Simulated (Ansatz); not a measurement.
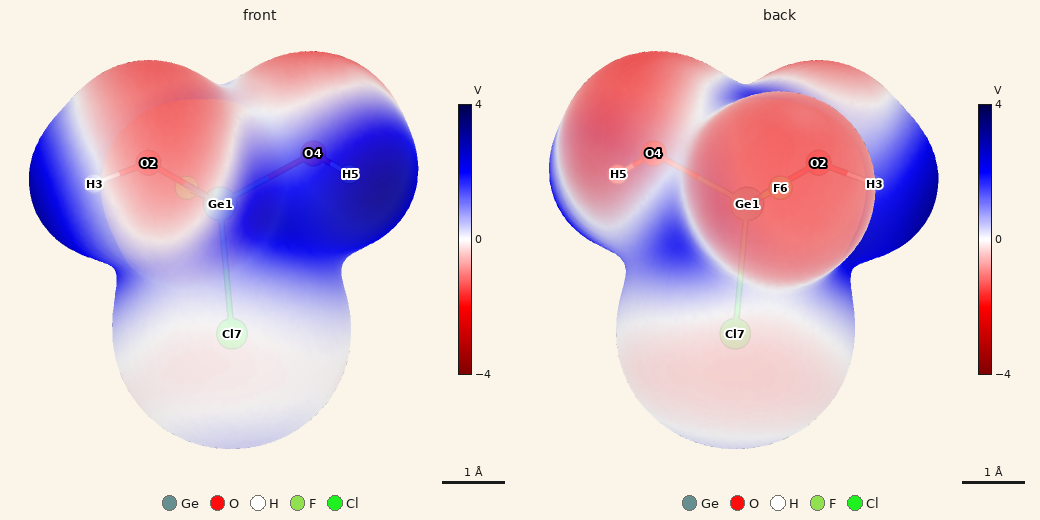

Figure. ClFGeH2O2. The electrostatic potential painted on the density surface at 0.002 e/bohr³, seen from the front and from behind; red is negative and blue positive.

All numbers below come from RKS BHLYP-D4/def2-SVP (Ansatz 0.2.0).

Input file:

```
crystal:
  periodic: [false, false, false]
  atoms:
    - { symbol: Ge, position_ang: [0.0, 0.0, 0.0] }
    - { symbol: O, position_ang: [0.0, 0.0, 1.77] }
    - { symbol: H, position_ang: [-0.9095, -0.2814, 2.1071] }
    - { symbol: O, position_ang: [1.6691, 0.0, -0.5894] }
    - { symbol: H, position_ang: [1.9855, -0.9521, -0.7061] }
    - { symbol: F, position_ang: [-0.7913, 1.3709, -0.5594] }
    - { symbol: Cl, position_ang: [-1.0456, -1.8115, -0.7393] }
basis:
  gaussian: { orbitals: def2-SVP }
hamiltonian:
  xc: { name: BHLYP }
  dispersion: d4
relax:
  f_tol: 0.02
  max_steps: 40
output:
  orbitals: {}
```

Run with:

```sh
ansatz run input.yaml --threads 4 --pin off --max-ram 5120MiB --backend cpu --events-out ev --progress --plain --runs-dir out
```

The fields are those of the run's last geometry, not of the input's.

Q: Which sites attract a positive test charge, and which a negative one?

A: A positive charge is drawn to the negative regions and a negative charge to the positive ones. The most negative region (about −1.3 V) lies over O4, the most positive (about +3.0 V) over H3 and H5. O4 is the likeliest acceptor of a hydrogen bond.
